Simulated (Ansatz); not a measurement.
```xyz
15

Al   -0.5560   -0.4989   -0.9774
O    -0.4683   -1.4356    0.4893
O     0.1791   -1.3077   -2.3117
O    -1.9873    0.4265   -1.2429
H     0.8349    1.0499    0.4534
N     0.6540    1.0200   -0.5714
H     0.3348   -0.3380    1.9621
N     0.7967    0.5227    2.2680
H    -0.2900   -2.3702    0.3950
H    -0.2054   -1.2383   -3.1829
H    -2.8571    0.0791   -1.0619
H     1.5375    0.9415   -1.0622
H     0.2079    1.8870   -0.8516
H     1.6367    0.2697    2.7729
H     0.1823    0.9924    2.9212
```

The reactant side of a reaction path; geometry: PBE0-D4/def2-TZVP.

These are results of RKS PBE0-D4/def2-TZVPP in Ansatz, not measurements.

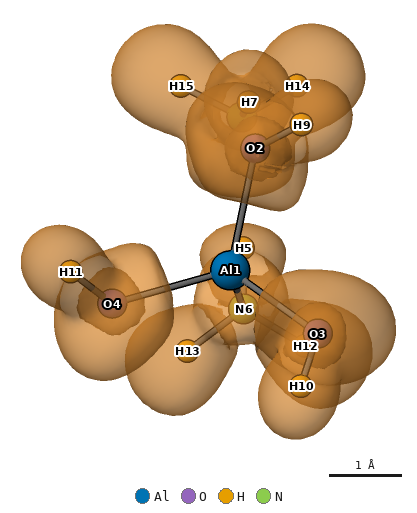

AlH$_{6}$NO$_{3}$···NH$_{3}$. Isosurface of the electron localisation function at 0.75 (orange), seen at an oblique angle. Only the valence region is drawn (cores and ρ < 0.01 e/Å³ removed).

Where are the electrons localised?

Answer. The surface consists of two joined regions spread over several atoms (H, N), in which their bonds and any lone pairs are merged and three joined regions spread over several atoms (H, O), in which their bonds and any lone pairs are merged. Along the contacts the grid gives the following. N8···H5 (1.89 Å): the ELF dips to about 0.20 between them: by its geometry a hydrogen bond between the two molecules, with no shared pair. Al–O (1.72 Å): the ELF peaks at about 0.85 in the valence shell of O, 0.6 Å from its nucleus, and is about 0.50 at the midpoint.
